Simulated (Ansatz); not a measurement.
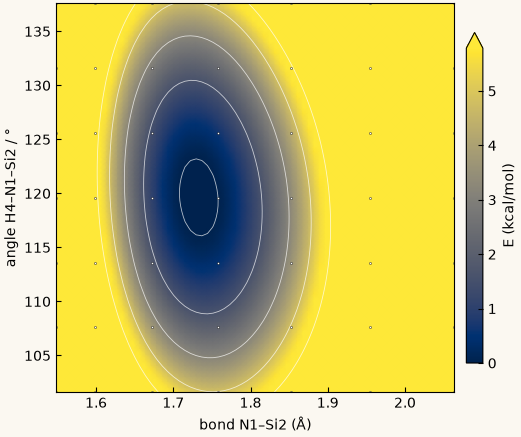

H5NSi, SMILES N[SiH3]. Two internal coordinates are moved rigidly from the geometry relaxed at PBE0-D4/def2-TZVP, all others fixed. Coordinates scanned: (1) bond N1–Si2; (2) angle H4–N1–Si2. Grid: 7 × 7 points. Points are written as (first, second). Energies are in kcal/mol, from the lowest grid point. Level of theory: RKS PBE-D4/def2-TZVPP (Ansatz 0.2.0).

The picture shows a smooth colour map with a few white contour lines, dots at the grid points, one colour for all values above the top of the scale. Between grid points the surface is interpolated.

Estimate the position of the minimum and the force constants in these coordinates.

The interpolated minimum is at bond N1–Si2 ≈ 1.733 Å, angle H4–N1–Si2 ≈ 119.6°. The curvatures there are about 26 eV/Å² and 4.4 eV/rad², with a cross term of about 1.3 eV/(Å·rad). Round the minimum the two coordinates are weakly coupled (coupling 0.12 in units of the two stiffnesses). (1 eV is 23.1 kcal/mol.)
